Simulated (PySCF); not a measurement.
**AlH2Br (SMILES [H][Al]([H])[Br]): levels of theory compared**

Wanted: a comparison of 3 runs (B2PLYP/STO-6G, PBE0/STO-6G, r2SCAN/STO-6G) of AlH2Br. 

Program for the calculation: PySCF 2.14.0.

19 further runs of the same task are left out: 12 for a known fault of the program, 1 that didn't finish, 6 set aside as unsound or not needed.

### 1 Starting point

The species is AlH2Br (4 atoms), meant as a singlet with charge 0. SMILES: `[H][Al]([H])[Br]`. The Al1–H3 distance was set to 2.301 Å, away from the relaxed value. At this shape a bond of the SMILES string is far longer than usual.

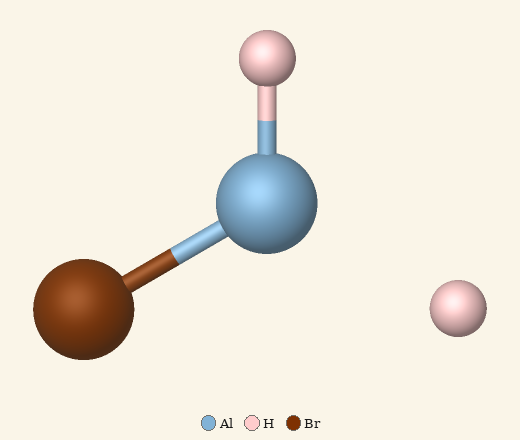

The structure, seen from a chosen angle (aluminium light blue, hydrogen pink, bromine brown).

### 2 The energy at B2PLYP/STO-6G (run 1)

Contents of job.py:

```python
from pyscf import gto, dft, mp

mol = gto.Mole()
mol.atom = [
    ('Al', (0.449263, -0.532123, 0.012476)),
    ('H', (1.983173, -0.534213, 0.023156)),
    ('H', (-0.640600, 1.494120, -0.021230)),
    ('Br', (-0.701927, -2.454113, 0.019296)),
]
mol.basis = 'sto-6g'
mol.verbose = 3
mol.spin = 0
mol.max_memory = 1860
mol.charge = 0
mol.build()

myscf = dft.RKS(mol, xc='0.53*HF + 0.47*B88, 0.73*LYP')
myscf.grids.level = 5
myscf.conv_tol = 1e-10
myscf.kernel()
if not myscf.converged:
    myscf = myscf.newton().run(myscf.mo_coeff, myscf.mo_occ)

pt = mp.MP2(myscf, frozen=14).run()
etot = myscf.e_tot + 0.27 * pt.e_corr
print('PT2 part  %.8f' % (0.27 * pt.e_corr))
print('E = %.10f Eh' % etot)
```

Run with:

```console
$ OMP_NUM_THREADS=1 python job.py
```

The log of the run:

```text
converged SCF energy = -2803.14655863275
E(RMP2) = -2803.22205816367  E_corr = -0.0754995309212021
E(SCS-RMP2) = -2803.2331593972  E_corr = -0.0866007644572646
PT2 part  -0.02038487
E = -2803.1669435061 Eh
```

It took 4.2 s on 1 thread of Arm Neoverse V2, shared host; peak memory 0.23 GiB.

### 3 The energy at PBE0/STO-6G (run 2)

Contents of job.py:

```python
from pyscf import gto, dft

system = gto.M(
    atom='''
Al     0.848984    -1.005567     0.023576
H      3.747654    -1.009516     0.043758
H     -1.210559     2.823478    -0.040119
Br    -1.326450    -4.637601     0.036464
''',
    verbose=3,
    unit='bohr',
    basis='sto-6g',
    max_memory=1860,
)

mf = dft.RKS(system)
mf.xc = 'pbe0'
mf.grids.level = 5
mf.conv_tol = 1e-10
mf.kernel()
if not mf.converged:
    mf = mf.newton().run(mf.mo_coeff, mf.mo_occ)

energy = mf.e_tot
print(f'total energy: {energy:.8f} hartree')
```

Run with:

```console
$ OMP_NUM_THREADS=1 python job.py
```

The log of the run:

```text
converged SCF energy = -2803.31054086326
total energy: -2803.31054086 hartree
```

It took 4.2 s on 1 thread of Arm Neoverse V2, shared host; peak memory 0.24 GiB.

### 4 The energy at r2SCAN/STO-6G (run 3)

Contents of input.py:

```python
from pyscf import gto, dft

mol = gto.M(
    atom='''
Al       0.449263      -0.532123       0.012476
H        1.983173      -0.534213       0.023156
H       -0.640600       1.494120      -0.021230
Br      -0.701927      -2.454113       0.019296
''',
    basis='sto-6g',
    spin=0,
    verbose=3,
    max_memory=1860,
)

mf = dft.RKS(mol)
mf.xc = 'r2scan'
mf.conv_tol = 1e-10
mf.grids.level = 5
mf.kernel()
if not mf.converged:
    mf = mf.newton().run(mf.mo_coeff, mf.mo_occ)

etot = mf.e_tot
print(f'total energy: {etot:.8f} hartree')
```

Run with:

```console
$ OMP_NUM_THREADS=1 python input.py
```

The log of the run:

```text
converged SCF energy = -2803.73916560611
total energy: -2803.73916561 hartree
```

Wall time 5.7 s (1 thread of Arm Neoverse V2, shared host); peak memory 0.23 GiB.

### 5 The series

| run | level | frozen core orbitals | energy (Eh) | dipole moment (D) | HOMO energy (eV) | LUMO energy (eV) | wall time |
| --- | --- | --- | --- | --- | --- | --- | --- |
| 1 | B2PLYP/STO-6G | 14 | -2803.166944 | 1.71 | -5.11 | 3.67 | 4.2 s |
| 2 | PBE0/STO-6G | – | -2803.310541 | 1.61 | -4.18 | 2.40 | 4.2 s |
| 3 | r2SCAN/STO-6G | – | -2803.739166 | 1.51 | -3.34 | 1.62 | 5.7 s |

### 6 Outcome

| quantity | value |
| --- | --- |
| run 3: total energy | -2803.73917 Eh |
| run 3: dipole moment | 1.51 D |
| run 3: HOMO energy | -3.34 eV |
| run 3: LUMO energy | 1.62 eV |
| run 3: HOMO–LUMO gap | 4.96 eV |

What this shows: The dipole moment (its size) runs from 1.51 D (r2SCAN/STO-6G) to 1.71 D (B2PLYP/STO-6G). A double hybrid's value is that of its SCF part. The HOMO–LUMO gap runs from 4.96 eV (r2SCAN/STO-6G) to 8.79 eV (B2PLYP/STO-6G). Totals of different functionals can't be ranked against each other. In runs 1, 2, 3 the basis is minimal, so the values are rough. All runs together took 14 s, the longest 5.7 s.
